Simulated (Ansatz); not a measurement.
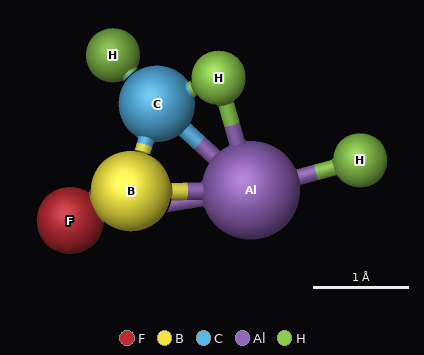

Figure 1. The structure (ball-and-stick view, seen on its broad side). Sticks mark near contacts. Bond lengths as drawn: Al–B 1.28 Å, Al–C 1.34 Å, Al–F 1.93 Å, Al–H 1.19 to 1.25 Å, B–C 0.99 Å, B–F 0.73 Å and C–H 0.73 to 0.75 Å.

# CH₃AlBF: single-point calculation

The run: single-point calculation of CH₃AlBF. Method and program: RKS B97/cc-pVTZ (Ansatz 0.2.0).

Some settings of this run were made unusual or wrong on purpose. The geometry comes from this level: PBE0-D4/def2-TZVP.

## The input
```yaml
crystal:
  periodic: [false, false, false]
  atoms:
    - {symbol: F, position_ang: [-0.490779, -1.178881, 0.690927]}
    - {symbol: B, position_ang: [-0.217841, -0.721734, 0.197916]}
    - {symbol: C, position_ang: [0.300143, 0.101114, 0.396561]}
    - {symbol: Al, position_ang: [-0.481146, 0.161793, -0.695290]}
    - {symbol: H, position_ang: [0.614240, 0.480944, -0.173523]}
    - {symbol: H, position_ang: [0.576434, 0.264776, 1.056145]}
    - {symbol: H, position_ang: [-0.333067, 0.996740, -1.536844]}
basis:
  gaussian: {orbitals: cc-pVTZ, final_grid: {core_spheres: 8, valence_spheres: 7, degree: 23}}
hamiltonian: {xc: {name: B97}}
accuracy: high
output: {forces: true}
```

Run as:
```bash
ansatz run in.yaml --threads 2 --pin off --events-out ev --progress --plain --max-ram 4352MiB
```

## Log
```
Functional definition: B97
  name "B97"
  cite "Becke, J. Chem. Phys. 107, 8554 (1997) doi:10.1063/1.475007"
  parameter cx = 0.1943
  parameter cx0 = 0.8094
  parameter cx1 = 0.5073
  parameter cx2 = 0.7481
  parameter css0 = 0.1737
  parameter css1 = 2.3487
  parameter css2 = -2.4868
  parameter cos0 = 0.9454
  parameter cos1 = 0.7471
  parameter cos2 = -4.5961
  exchange = spin_sum(e_x_unif_s*poly(b97_u_x, cx0, cx1, cx2)) + cx*exact_x
  correlation = spin_sum(e_c_pw_same_spin*poly(b97_u_same, css0, css1, css2))
      + integral(e_c_pw_opposite_spin*poly(b97_u_opposite, cos0, cos1, cos2))
2659 factors; integrals over basis functions are off by at most 3.8e-9 eV
mean field evaluation 1: about -10962.3889 eV, gradient 1.5e2 eV
mean field evaluation 2: about -10837.5626 eV, gradient 2.4e2 eV
mean field evaluation 4: about -10997.9683 eV, gradient 1.7e1 eV
mean field evaluation 8: about -10998.9246 eV, gradient 1.7e0 eV
mean field evaluation 16: about -10998.9290 eV, gradient 3.2e-4 eV
mean field -10998.92897909 eV, -404.2031846398 hartree, gradient 6.0e-8 eV, S^2 0.000000; 0 other end points of the search recorded, 0 dependent functions left out
the calculation of the forces begins
reference -10998.92898147 eV, -404.2031847272 hartree; 18, 18 occupied and 148, 148 virtual orbitals, 2659 factors
Total energy: -10998.92898147 eV, -404.2031847272 hartree
Atom 0 at    -0.490779    -1.178881     0.690927 Å, force   -93.945639  -163.478981   165.818076 eV/Å
Atom 1 at    -0.217841    -0.721734     0.197916 Å, force    64.291887    79.734833  -143.784192 eV/Å
Atom 2 at     0.300143     0.101114     0.396561 Å, force    24.748554    31.108833    17.875635 eV/Å
Atom 3 at    -0.481146     0.161793    -0.695290 Å, force   -29.236894    17.581286   -45.020740 eV/Å
Atom 4 at     0.614240     0.480944    -0.173523 Å, force    18.417303    18.252095   -18.257053 eV/Å
Atom 5 at     0.576434     0.264776     1.056145 Å, force    14.160886     7.621413    32.262139 eV/Å
Atom 6 at    -0.333067     0.996740    -1.536844 Å, force     1.563904     9.180521    -8.893865 eV/Å
Dipole moment:     0.222814    -0.053295     0.599232 e Å
```

## Outcome

| quantity | value |
| --- | --- |
| outcome | converged |
| total energy | −10998.9290 eV |
| SCF solution under orbital rotations | stable |
| largest force (length of the vector) | 251.091 eV/Å |
| dipole moment | 3.08 D |
| hardware | 2 threads of Arm Neoverse V2, 23 GiB of memory available, shared host |
| wall time | 8.5 s (CPU time 16 s) |
| peak memory | 0.66 GiB |

The input was spoiled on purpose: squeeze. The run converged all the same; its numbers are those of the faulty input and shouldn't be used.
